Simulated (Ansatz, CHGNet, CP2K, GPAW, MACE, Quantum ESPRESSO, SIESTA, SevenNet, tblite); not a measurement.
**CP2K runs on Ti3C2O2 MXene, 1 layer (61 atoms)**

Aim: run Ti3C2O2 MXene, 1 layer (61 atoms) in CP2K and see how near its forces come to a plane-wave reference, and at what cost.

Calculated with CP2K 2026.2; the method is named at each step.

**1. Set-up**

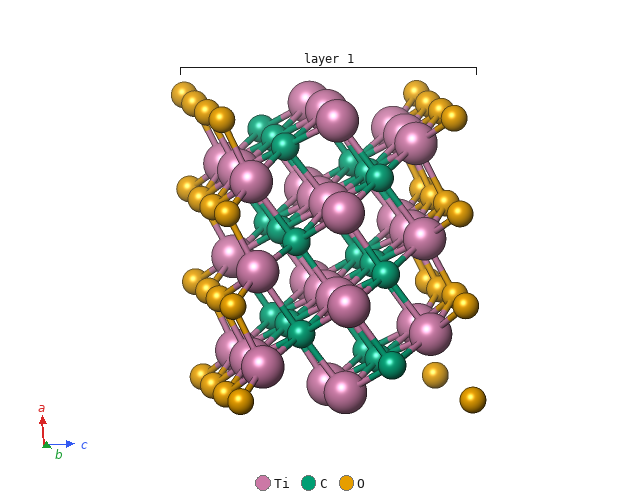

The cell as given, from the side, with the c axis across the page (titanium pink, carbon teal, oxygen orange). Bonds to atoms that aren't drawn are left out. Some periodic images of atoms are drawn too.

The cell holds 61 atoms: 25 Ti, 18 C and 18 O. Cell: a = 9.120 Å, b = 9.120 Å, c = 20.900 Å, α = 90.0°, β = 90.0°, γ = 120.0°. It derives from Ti3C2O2 (Ti3C2O2 MXene). 1 layer of Ti3C2O2 MXene (a = 3.04 Å), 3 x 3 cells; 14 Å of vacuum; 2 Ti removed at random; every coordinate displaced by a Gaussian of 0.03 Å. Then every atom was moved at random, 0.03 Å r.m.s. a Cartesian component. Vacuum lies along c.

The yardstick, on the same geometry:

```
method                 : Kohn-Sham DFT, PBE, SSSP efficiency 1.3.0 pseudopotentials, plane waves (Quantum ESPRESSO 7.5); sssp-pbe-1.3.0-efficiency, cutoffs 60/480 Ry, Γ point
r.m.s. force component : 1.241 eV/Å
longest force          : 4.003 eV/Å
time                   : 7.5 min on 4 MPI ranks of Arm Neoverse V1, shared host
CPU time               : 30 min
```

**2. PBE, DZVP-MOLOPT-SR, 800/50 Ry, diagonalisation**

Method: Kohn-Sham DFT, PBE, GTH-PBE pseudopotentials, Gaussian and plane waves, DZVP-MOLOPT-SR-GTH, diagonalisation.

input.inp

```
&GLOBAL
  PROJECT cell
  RUN_TYPE ENERGY_FORCE
  PRINT_LEVEL LOW
&END GLOBAL
&FORCE_EVAL
  METHOD QS
  &DFT
    BASIS_SET_FILE_NAME BASIS_MOLOPT
    POTENTIAL_FILE_NAME GTH_POTENTIALS
    &MGRID
      CUTOFF 800
      REL_CUTOFF 50
      NGRIDS 5
    &END MGRID
    &QS
      EPS_DEFAULT 1.0E-12
    &END QS
    &SCF
      SCF_GUESS ATOMIC
      EPS_SCF 5.0E-06
      MAX_SCF 200
      ADDED_MOS 39
      &DIAGONALIZATION
        ALGORITHM STANDARD
      &END DIAGONALIZATION
      &SMEAR ON
        METHOD FERMI_DIRAC
        ELECTRONIC_TEMPERATURE [K] 580
      &END SMEAR
      &MIXING
        METHOD BROYDEN_MIXING
        ALPHA 0.2
        NBROYDEN 12
        BETA 0.05
      &END MIXING
      &PRINT
        &RESTART OFF
        &END RESTART
      &END PRINT
    &END SCF
    &XC
      &XC_FUNCTIONAL PBE
      &END XC_FUNCTIONAL
    &END XC
    &PRINT
      &MULLIKEN ON
      &END MULLIKEN
      &HIRSHFELD ON
        SHAPE_FUNCTION DENSITY
      &END HIRSHFELD
      &MO ON
        EIGENVALUES T
        OCCUPATION_NUMBERS T
        MO_INDEX_RANGE 229 252
        &EACH
          QS_SCF 0
        &END EACH
        ADD_LAST NUMERIC
      &END MO
    &END PRINT
  &END DFT
  &SUBSYS
    &CELL
      A 9.12000 0.00000 0.00000
      B -4.56000 7.89815 0.00000
      C 0.00000 0.00000 20.90000
    &END CELL
    &TOPOLOGY
      COORD_FILE_NAME structure.xyz
      COORD_FILE_FORMAT XYZ
    &END TOPOLOGY
    &KIND Ti
      BASIS_SET DZVP-MOLOPT-SR-GTH-q12
      POTENTIAL GTH-PBE-q12
    &END KIND
    &KIND C
      BASIS_SET DZVP-MOLOPT-SR-GTH-q4
      POTENTIAL GTH-PBE-q4
    &END KIND
    &KIND O
      BASIS_SET DZVP-MOLOPT-SR-GTH-q6
      POTENTIAL GTH-PBE-q6
    &END KIND
  &END SUBSYS
  &PRINT
    &FORCES ON
    &END FORCES
  &END PRINT
&END FORCE_EVAL
```

structure.xyz

```xyz
61

Ti 4.53702 7.83449 10.47341
C 0.00228 1.72622 11.70755
C 1.51652 0.92511 9.13999
Ti 0.03498 1.73120 7.88390
O 4.56114 7.87848 13.90895
O -4.53766 7.88188 7.07277
Ti 7.61958 2.59786 10.38918
C -1.48943 4.29399 11.70024
C 0.02285 3.56467 9.21836
Ti -0.03215 3.50007 13.03094
Ti -1.48884 4.35030 7.92988
O 7.54384 2.59573 13.88053
O -1.52263 2.64327 7.00213
Ti -3.06336 5.32675 10.51542
C -2.99934 7.01063 11.71738
C -1.54666 6.13892 9.21690
Ti -1.57703 6.11159 13.02781
Ti -3.02529 7.04736 7.90292
O 6.02604 5.27533 13.88951
O 6.05823 5.28497 7.00547
Ti 3.04777 0.03057 10.43850
C 3.06031 1.77282 11.66345
C 4.55576 0.90615 9.16005
Ti 4.57587 0.91492 13.00168
Ti 3.06131 1.77029 7.95015
O 3.02542 0.03136 13.87655
O 3.07426 0.03696 7.02721
Ti 1.47730 2.67344 10.46965
C 1.54757 4.39390 11.72532
C 3.07896 3.50733 9.17092
Ti 3.00385 3.48814 13.00168
O 1.52806 2.64462 13.84437
O 1.54666 2.62377 7.04769
Ti 0.00762 5.28900 10.45669
C -0.05230 6.98868 11.71069
C 1.47949 6.05117 9.27166
Ti 1.49313 6.15266 13.03387
Ti 0.03908 7.08567 7.93259
O 0.05139 5.32185 13.92609
O 0.04742 5.25116 6.99042
Ti 6.08053 0.00845 10.45543
C 6.09667 1.68396 11.66575
C 7.65660 0.75743 9.17761
Ti 7.58670 0.90379 13.01965
Ti 6.08961 1.71595 7.90333
O 6.00807 0.01437 13.89223
O 1.53480 7.89420 7.04414
Ti 4.49370 2.71602 10.44791
C 4.53296 4.31626 11.75876
C 6.05983 3.48064 9.18785
Ti 6.11377 3.49177 13.01192
Ti 4.58709 4.41475 7.93155
O 4.50314 2.64438 13.83371
O 4.51217 2.62511 7.00610
Ti 3.09077 5.25432 10.44728
C 3.03213 7.08322 11.70776
[... 1 atom lines left out ...]
Ti 4.57924 6.14271 12.96950
Ti 2.99825 6.98268 7.93657
O 3.06747 5.23908 13.86610
O 3.01329 5.25314 6.98520
```

Launch:

```sh
$ OMP_NUM_THREADS=1 mpirun -np 4 cp2k.psmp -i input.inp > output.txt
```

Numbers of over 12 decimals in the logs are rounded to 6 here.

The program printed:

```text
CP2K| version string:                                       CP2K version 2026.2
 CP2K| Input file name                                                 input.inp
 GLOBAL| Basis set file name                                        BASIS_MOLOPT
 GLOBAL| Potential file name                                      GTH_POTENTIALS
 GLOBAL| Run type                                                   ENERGY_FORCE
 GLOBAL| Total number of message passing processes                             4
 GLOBAL| Number of threads for this process                                    1
 TOTAL NUMBERS AND MAXIMUM NUMBERS
  Total number of            - Atomic kinds:                                   3
                             - Atoms:                                         61
                             - Shell sets:                                    61
                             - Shells:                                       380
                             - Primitive Cartesian functions:                330
                             - Cartesian basis functions:                   1279
                             - Spherical basis functions:                   1118
  Maximum angular momentum of- Orbital basis functions:                        3
                             - Local part of the GTH pseudopotential:          2
                             - Non-local part of the GTH pseudopotential:      3
 SCF PARAMETERS         Density guess:                                    ATOMIC
                        max_scf:                                             200
                        eps_scf:                                        5.00E-06
                        added MOs                                        39    0
                        Mixing method:                            BROYDEN_MIXING
                                                charge density mixing in g-space
                        Smear method:                                FERMI_DIRAC
                        Electronic temperature [K]:                        580.0
                        Electronic temperature [a.u.]:                  1.84E-03
                        Accuracy threshold:                             1.00E-10
 Extrapolation method: initial_guess
 Number of electrons:                                                        480
 Number of occupied orbitals:                                                240
 Number of molecular orbitals:                                               279
 Number of orbital functions:                                               1118
 Number of independent orbital functions:                                   1118
 SCF WAVEFUNCTION OPTIMIZATION
  Step     Update method      Time    Convergence         Total energy    Change
     1 NoMix/Diag. 0.20E+00    4.8     1.96211137     -1855.0225758665 -1.86E+03
     2 Broy./Diag. 0.20E+00    7.2     0.97401075     -1847.9000285356  7.12E+00
     3 Broy./Diag. 0.20E+00    7.4     1.01909419     -1848.0003257303 -1.00E-01
     4 Broy./Diag. 0.20E+00    7.5     0.37503054     -1841.9515308933  6.05E+00
[...]
25 Broy./Diag. 0.20E+00    8.0     0.00000608     -1847.7811137290  3.13E-05
    26 Broy./Diag. 0.20E+00    7.8     0.00000316     -1847.7811107333  3.00E-06
  *** SCF run converged in    26 steps ***
  Electronic density on regular grids:       -479.9999999995        0.0000000005
  Core density on regular grids:              479.9999999998       -0.0000000002
  Total charge density on r-space grids:        0.0000000002
  Total charge density g-space grids:           0.0000000002
  Overlap energy of the core charge distribution:               3.46e-12
  Self energy of the core charge distribution:              -3659.978845
  Core Hamiltonian energy:                                    961.871122
  Hartree energy:                                            1127.914747
  Exchange-correlation energy:                               -277.580515
  Electronic entropic energy:                                  -0.00761958
  Fermi energy:                                                 0.00144727
  Total energy:                                             -1847.781111
  Total energy (extrapolated to T->0):                      -1847.777301
 MO| EIGENVALUES AND OCCUPATION NUMBERS
 MO|
 MO|  Index      Eigenvalue [a.u.]        Eigenvalue [eV]             Occupation
 MO|    229              -0.027486              -0.747941               2.000000
 MO|    230              -0.025918              -0.705260               1.999999
 MO|    231              -0.024157              -0.657333               1.999998
[...]
MO|    251               0.053601               1.458569               0.000000
 MO|    252               0.055887               1.520761               0.000000
 MO| Sum:                                                             480.000000
 MO| E(Fermi):            0.001447 a.u.          0.039382 eV
 !-----------------------------------------------------------------------------!
                     Mulliken Population Analysis
 #  Atom  Element  Kind  Atomic population                           Net charge
       1     Ti       1         11.853465                              0.146535
       2     C        2          4.084050                             -0.084050
       3     C        2          4.223363                             -0.223363
[...]
60     O        3          6.532833                             -0.532833
      61     O        3          6.397478                             -0.397478
 # Total charge                            480.000000                  0.000000
 !-----------------------------------------------------------------------------!
 !-----------------------------------------------------------------------------!
                           Hirshfeld Charges
  #Atom  Element  Kind  Ref Charge     Population                    Net charge
      1       Ti     1      12.000         11.724                         0.276
      2       C      2       4.000          4.211                        -0.211
      3       C      2       4.000          4.297                        -0.297
[...]
60       O      3       6.000          6.248                        -0.248
     61       O      3       6.000          6.232                        -0.232
  Total Charge                                                           -0.000
 !-----------------------------------------------------------------------------!
 ENERGY| Total FORCE_EVAL ( QS ) energy [hartree]          -1847.781181
 FORCES| Atomic forces [hartree/bohr]
 FORCES|   Atom     x               y               z               |f|
 FORCES|      1  1.46337004E-02  2.66297120E-02  3.02219627E-03   3.05355599E-02
 FORCES|      2 -1.13472698E-02  1.10447869E-02 -2.41660304E-02   2.88919517E-02
 FORCES|      3  8.94637002E-04 -1.66479309E-02  4.25450666E-02   4.56950399E-02
[...]
FORCES|     60 -9.95160779E-03  1.27131088E-02 -5.97435401E-03   1.72148348E-02
 FORCES|     61  3.60077927E-02  2.11781327E-02  3.35686358E-02   5.35903699E-02
 FORCES| Sum     1.62784487E-05  5.16015349E-05 -4.06110523E-04
 FORCES| Total atomic force                                       4.09699235E-04
```

It took 3.6 min on 4 MPI ranks of Arm Neoverse V1, shared host; peak memory 9 GiB; 14 min of CPU time.

Banners, paths, timers and routine set-up lines are dropped from the logs unmarked, and long logs keep their key lines alone; longer cuts are marked.

Numbers from this run, and their distance from the reference:

```
r.m.s. force component                  : 1.247 eV/Å
r.m.s. difference of force components   : 25.28 meV/Å
longest difference of force vectors     : 88.69 meV/Å
force difference over r.m.s. force      : 2.037 %
slope of forces against the reference's : 1.004
correlation of force components         : 0.9998
```

Length of the force difference by element (eV/Å):

```
element  atoms   mean   most
      C     18  0.027  0.051
      O     18  0.027  0.054
     Ti     25  0.054  0.089
```

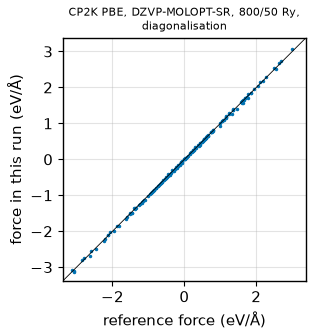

Force components against those of the reference; the line marks equality.

A closer look about Ti58, picked at random: 9 atoms, nearest first, numbered in the order of the input, with positions taken from that point.

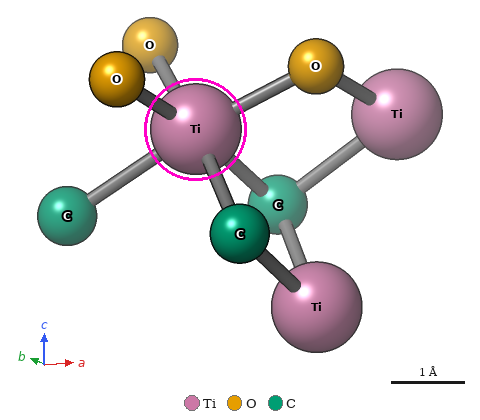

The atoms of the table, within 3.0 Å (arrows a, b, c point along x, y, z); some may hide others; the central atom is ringed.

```
atom      x      y      z  distance (Å)  bonds  Hirshfeld charge (e)     Fx     Fy  Fz (eV/Å)
Ti58   0.00   0.00   0.00          0.00      6                  0.41  -0.44   2.30       2.51
 O19   1.45  -0.87   0.92          1.92      3                 -0.24   0.56  -0.92      -0.06
  O5  -0.02   1.74   0.94          1.97      2                 -0.24  -2.11  -0.84      -1.60
 O60  -1.51  -0.90   0.90          1.98      3                 -0.25  -0.51   0.65      -0.31
 C15   1.54   0.87  -1.25          2.17      5                 -0.25  -0.49  -0.74      -1.49
 C49  -0.05  -1.83  -1.21          2.19      6                 -0.31   0.75   1.17      -2.00
 C56  -1.55   0.94  -1.26          2.21      6                 -0.30  -0.09  -0.88      -1.14
Ti17   2.96  -0.03   0.06          2.96      6                  0.43   0.51   3.06       1.56
Ti14   1.48  -0.82  -2.45          2.98      6                  0.28   0.63  -0.94      -0.94
```

Forces lie 2.0 % from the reference's, at 0.48 times its CPU time.

**3. PBE, SZV-MOLOPT-SR, 800/50 Ry, diagonalisation**

Method: Kohn-Sham DFT, PBE, GTH-PBE pseudopotentials, Gaussian and plane waves, SZV-MOLOPT-SR-GTH, diagonalisation.

input.inp: that of step 2 with these lines changed.

```diff
@@ -22,3 +22,3 @@
       MAX_SCF 200
-      ADDED_MOS 39
+      ADDED_MOS 30
       &DIAGONALIZATION
@@ -68,8 +68,32 @@
     &END CELL
-    &TOPOLOGY
-      COORD_FILE_NAME structure.xyz
-      COORD_FILE_FORMAT XYZ
-    &END TOPOLOGY
+    &COORD
+      SCALED
+      Ti 0.99345 0.99194 0.50112
+      C 0.10953 0.21856 0.56017
+      C 0.22485 0.11713 0.43732
+      Ti 0.11343 0.21919 0.37722
+      O 0.99888 0.99751 0.66550
+      O 0.00142 0.99794 0.33841
+      Ti 0.99994 0.32892 0.49709
+      C 0.10852 0.54367 0.55982
+      C 0.22817 0.45133 0.44107
+      Ti 0.21805 0.44315 0.62349
+      Ti 0.11215 0.55080 0.37942
+      O 0.99150 0.32865 0.66414
+      O 0.00038 0.33467 0.33503
+      Ti 0.00132 0.67443 0.50313
+      C 0.11494 0.88763 0.56064
+      C 0.21904 0.77726 0.44100
+      Ti 0.21398 0.77380 0.62334
+      Ti 0.11442 0.89228 0.37813
+      O 0.99471 0.66792 0.66457
+      O 0.99885 0.66914 0.33519
+[... 37 atom lines left out ...]
+      Ti 0.89098 0.77774 0.62055
+      Ti 0.77080 0.88409 0.37974
+      O 0.66801 0.66333 0.66345
+      O 0.66296 0.66511 0.33422
+    &END COORD
     &KIND Ti
-      BASIS_SET DZVP-MOLOPT-SR-GTH-q12
+      BASIS_SET SZV-MOLOPT-SR-GTH-q12
       POTENTIAL GTH-PBE-q12
@@ -77,3 +101,3 @@
     &KIND C
-      BASIS_SET DZVP-MOLOPT-SR-GTH-q4
+      BASIS_SET SZV-MOLOPT-SR-GTH-q4
       POTENTIAL GTH-PBE-q4
@@ -81,3 +105,3 @@
     &KIND O
-      BASIS_SET DZVP-MOLOPT-SR-GTH-q6
+      BASIS_SET SZV-MOLOPT-SR-GTH-q6
       POTENTIAL GTH-PBE-q6
```

Launch:

```sh
$ OMP_NUM_THREADS=2 cp2k.psmp -i input.inp > output.txt
```

The program printed:

```text
CP2K| version string:                                       CP2K version 2026.2
 CP2K| Input file name                                                 input.inp
 GLOBAL| Basis set file name                                        BASIS_MOLOPT
 GLOBAL| Potential file name                                      GTH_POTENTIALS
[... lines left out ...]
                        Smear method:                                FERMI_DIRAC
[... lines left out ...]
 Number of electrons:                                                        480
[... lines left out ...]
  Step     Update method      Time    Convergence         Total energy    Change
[... lines left out ...]
  *** SCF run converged in    24 steps ***
[... lines left out ...]
  Fermi energy:                                                 0.027784
  Total energy:                                             -1845.119416
  Total energy (extrapolated to T->0):                      -1845.115777
[... lines left out ...]
 MO| E(Fermi):            0.027784 a.u.          0.756034 eV
[... lines left out ...]
     61       O      3       6.000          6.217                        -0.217
  Total Charge                                                           -0.000
 !-----------------------------------------------------------------------------!
 ENERGY| Total FORCE_EVAL ( QS ) energy [hartree]          -1845.119456
 FORCES| Atomic forces [hartree/bohr]
 FORCES|   Atom     x               y               z               |f|
 FORCES|      1  9.38503923E-03  2.88591949E-02  5.30361140E-03   3.08068236E-02
 FORCES|      2 -1.93208569E-02  1.67294382E-02 -3.46845374E-02   4.30834858E-02
 FORCES|      3  2.87464287E-03 -1.55150148E-02  4.22845902E-02   4.51327578E-02
[...]
FORCES|     60 -1.21344169E-02  1.47487172E-02 -1.27382538E-02   2.29571741E-02
 FORCES|     61  3.20762246E-02  1.82475083E-02  3.06095841E-02   4.79458276E-02
 FORCES| Sum     7.29020282E-05  5.94203458E-05 -7.74766638E-04
 FORCES| Total atomic force                                       7.80454244E-04
```

Wall time 4.5 min (2 threads); peak memory 7.2 GiB.

Compared with the plane-wave run:

```yaml
r_m_s_force_component: 1.231 eV/Å
r_m_s_difference_of_force_components: 279.4 meV/Å
longest_difference_of_force_vectors: 1001 meV/Å
force_difference_over_r_m_s_force: 22.5 %
slope_of_forces_against_the_reference_s: 0.9662
correlation_of_force_components: 0.9745
```

This is a coarse setting, run to see what it loses.

Against the first run (2.0 %), the force difference from the reference is 23 %, at 0.55 times the CPU time (on 2 against 4 cores), with 394 basis functions against 1118: the smaller basis costs accuracy.

(Part 1 of 3 ends here.)

[Also dropped from logs without a mark: logging warnings of Python, and SIESTA's first energy breakdown and zero terms.]

[Logs are printed without paths, hosts, clocks, repeated set-up lines and the standing remarks that a program may print on its own settings, such as how far it seeks lower states.]

[Hosts, paths, dates, database ids (printed as entryN), source tags and the programs' standing remarks are cut or masked in the printed files.]
